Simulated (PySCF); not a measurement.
## A study: CH7FOSi2, SMILES `C[SiH2]O[SiH2]F`

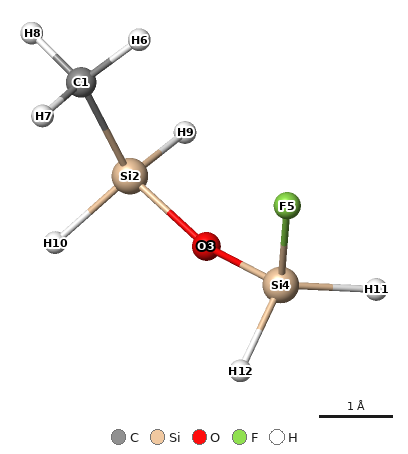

The molecule, with its atoms numbered as below. No frequency check shows the geometry to be a minimum.

Geometry (Å), atoms numbered from 1:

```
C1       2.0283    1.2309   -0.1134
Si2      1.5359   -0.5869    0.0833
O3      -0.0843   -0.7416   -0.0495
Si4     -1.6398   -0.3570   -0.0791
F5      -1.7663    1.2275    0.1585
H6       1.5321    1.8542    0.6267
H7       1.7506    1.6114   -1.0935
H8       3.0993    1.3681    0.0021
H9       1.8615   -1.1052    1.4132
H10      2.0534   -1.4289   -0.9962
H11     -2.2937   -0.9829    1.0531
H12     -2.1478   -0.6028   -1.4145
```

### 1. Bonding charge

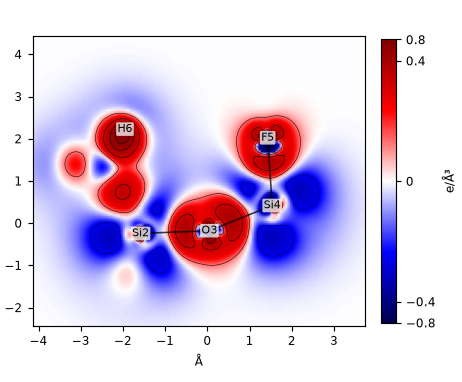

Deformation density (molecule less spherical, spin-averaged free atoms) in the plane of Si2, O3, Si4, F5 and H6; colour scale in e/Å³, logarithmic beyond ±0.1; red: gain, blue: loss.

PySCF calculation, PBE/def2-TZVP, gas phase; geometry: GFN2-xTB.

Q: Describe the bonding that the map shows.

A: O3–Si4: +0.10 e/Å³ at the bond critical point (bond length 1.60 Å, Mayer order 1.3); up to 0.6 Å beside the axis the gain reaches +0.38 e/Å³. Si4–F5: +0.07 e/Å³ at the bond critical point (bond length 1.61 Å, Mayer order 1.1); up to 0.6 Å beside the axis the gain reaches +0.32 e/Å³. Si2–O3: +0.07 e/Å³ at the bond critical point (bond length 1.63 Å, Mayer order 1.2); up to 0.6 Å beside the axis the gain reaches +0.35 e/Å³. In all, 2.7 electrons gather in the regions of gain relative to the promolecule. A small or negative value marks a very polar bond, one between electron-rich atoms, whose free-atom densities already overlap strongly, a long bond to a heavier atom, or a closed-shell contact such as a hydrogen bond.

Q: Where do the Hirshfeld charges lie?

A: The highest Hirshfeld charge is on Si4 (+0.45 e), the lowest on O3 (−0.28 e).

### 2. Bond critical points

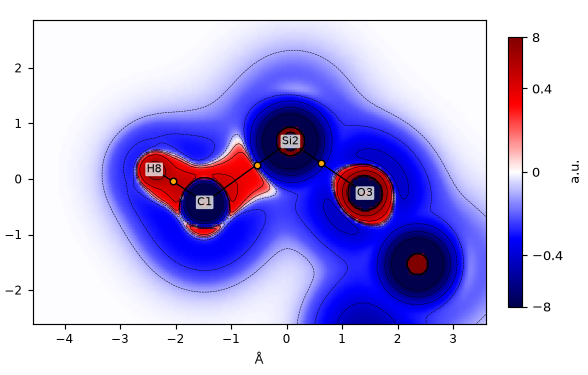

Negative Laplacian of the density (−∇²ρ) in the plane of C1, Si2, O3 and H8 (red positive, blue negative, colour scale in a.u., logarithmic beyond ±0.04), with bond paths and bond critical points (dots).

Q: Sort the bonds in the plane by the sign of ∇²ρ at their critical points.

A: Concentrated (∇²ρ < 0): C1–H8 (−0.89 a.u.). Depleted (∇²ρ > 0): Si2–O3 (+0.87 a.u., H = −0.041); C1–Si2 (+0.13 a.u., H = −0.073). A positive Laplacian with clearly negative H marks a strongly polar covalent bond, whose critical point lies close to the core of the less electronegative atom.

Q: Where along C1–H8 does the critical point lie?

A: 0.69 Å from C1 and 0.39 Å from H8.

### 3. Local ionisation energy

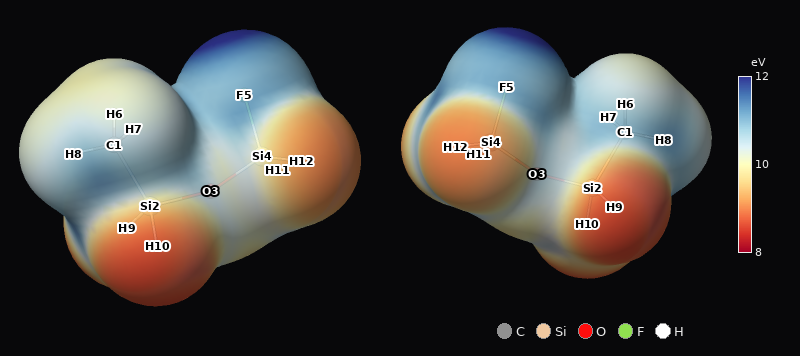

Average local ionisation energy on the surface of electron density 0.001 a.u. (back view left, front view right).

Q: Where are the most loosely bound electrons on this surface?

A: The lowest value is 8.5 eV, 1.5 Å from H9. Further minima include 9.0 eV, 1.5 Å from H11; 9.7 eV, 1.9 Å from O3; 10.0 eV, near H6 (1.83 Å), H8 (1.89 Å), H7 (1.93 Å) and C1 (1.98 Å). For comparison, the highest occupied orbital lies at −7.2 eV.

### 4. Localised orbitals

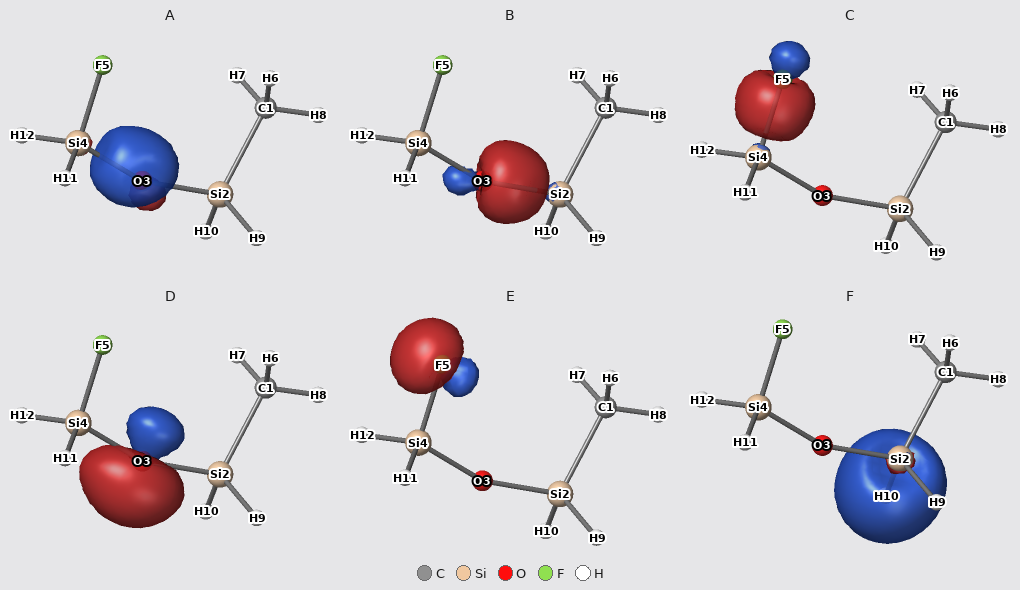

Foster–Boys orbitals, occupied; each surface holds about 80 % of the orbital's density. Energies are diagonal elements of the Fock matrix.

Level of theory: HF/6-311G** (PySCF), at a geometry from GFN2-xTB.

Q: Name the orbitals, with their atomic make-up and energies.

A: By panel:
- A: pair mostly on O3, shared in part with Si4 (O3 83 %, Si4 16 %; −23.3 eV)
- B: pair mostly on O3, shared in part with Si2 (O3 80 %, Si2 19 %; −24.4 eV)
- C: pair mostly on F5, shared in part with Si4 (F5 84 %, Si4 16 %; −27.1 eV)
- D: lone pair on O3 (sp3.5-type) (O3 91 %, Si4 5 %; −19.4 eV)
- E: lone pair on F5 (sp2.8-type) (F5 97 %; −23.4 eV)
- F: σ bond H10–Si2 (H10 57 %, Si2 42 %; −15.0 eV)

Q: How do all the valence pairs divide up?

A: 16 pairs: 8 σ bonds, 5 lone pairs and 3 strongly polarised pairs.

### 5. Stretching a bond

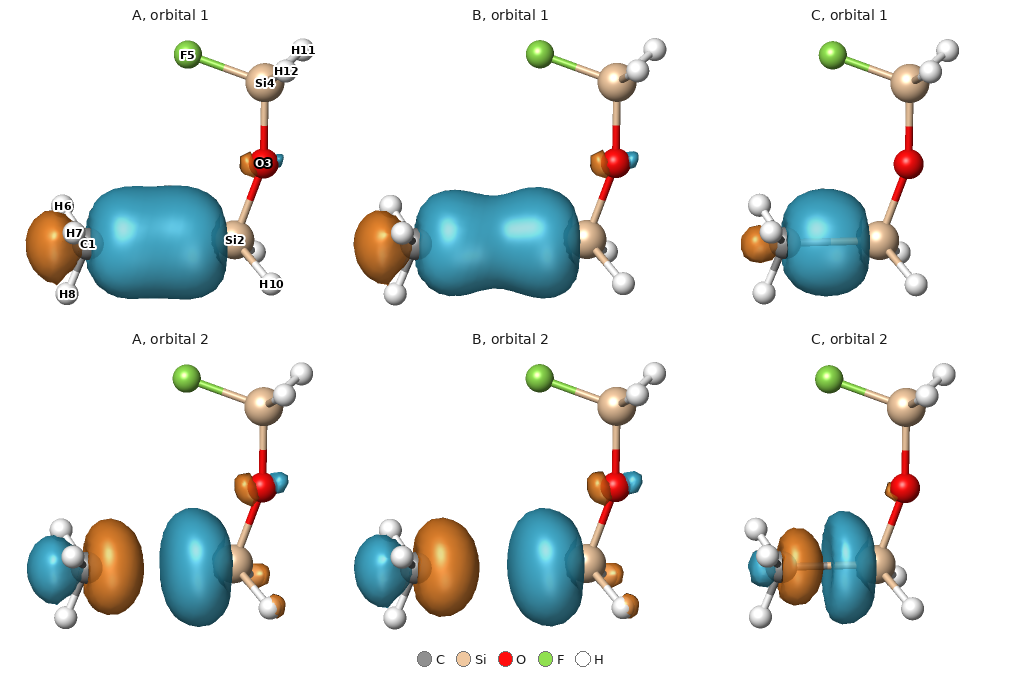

Rigid stretch of the C1–Si2 bond. The two CASSCF(2,2) natural orbitals nearest half filling (orbital 1 the more occupied).

Computed with PySCF, 6-31G* basis, geometry: GFN2-xTB.

Q: The columns are at 1.87, 2.90 and 3.37 Å, in some order. Assign them, and give the occupations.

A: A: 2.90 Å, occupations 1.82 and 0.18. B: 3.37 Å, occupations 1.61 and 0.39. C: 1.87 Å, occupations 1.99 and 0.01.

Q: Where does the UHF solution part from RHF?

A: Between 2.52 Å (⟨S²⟩ = 0, the two coincide) and 2.90 Å (⟨S²⟩ = 0.58); at 5.24 Å ⟨S²⟩ is 1.01 and UHF lies 4.6 eV below RHF.

Q: How much energy does the stretch cost?

A: By CASSCF, 3.9 eV from the lowest point of the scan (1.87 Å) to 5.24 Å; RHF gives 8.1 eV from its own lowest point. The fragments aren't relaxed and dynamic correlation is missing, so this isn't a bond dissociation energy.

The PySCF runs shown took 39 s, 3.6 s and 6.7 min on 1 thread of Arm Neoverse V2 (shared host).
